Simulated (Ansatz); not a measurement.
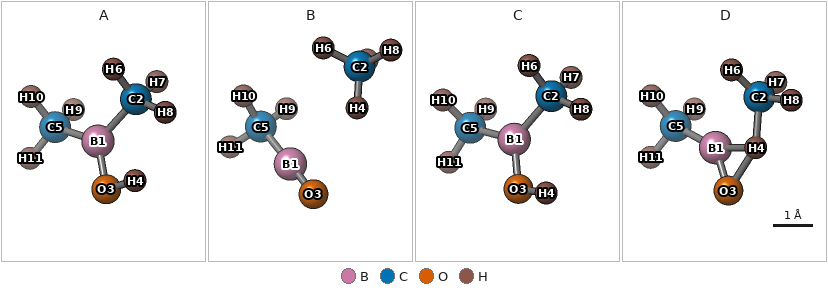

4 geometries from a converged minimum-energy path of C$_{2}$H$_{7}$BO, shuffled. Style: ball-and-stick. Shown from a free direction.

All numbers below come from RKS PBE-D4/def2-SVP in Ansatz 0.2.0. Settings: 7 movable images; climbing image; force threshold 0.03 eV/Å; iteration limit 60; starting path through a guess of the saddle point.

Which frame is the top of the path?

Answer. D. In order along the path, whose images run from 0 to 8: C (image 0, 0.0 kJ/mol), A (image 1, +19.3 kJ/mol), D (image 3, +221.4 kJ/mol), B (image 7, +32.0 kJ/mol). Breaking: B1–C2 (1.59 → 1.87 at the top → 3.52 Å), O3–H4 (0.97 → 1.37 at the top → 2.90 Å). Forming: C2–H4 (2.60 → 1.35 at the top → 1.11 Å).

The run took 36 s on 2 threads of AMD EPYC 9R45 96-Core Processor (Zen 5), with other jobs on the host, peak memory 0.14 GiB.
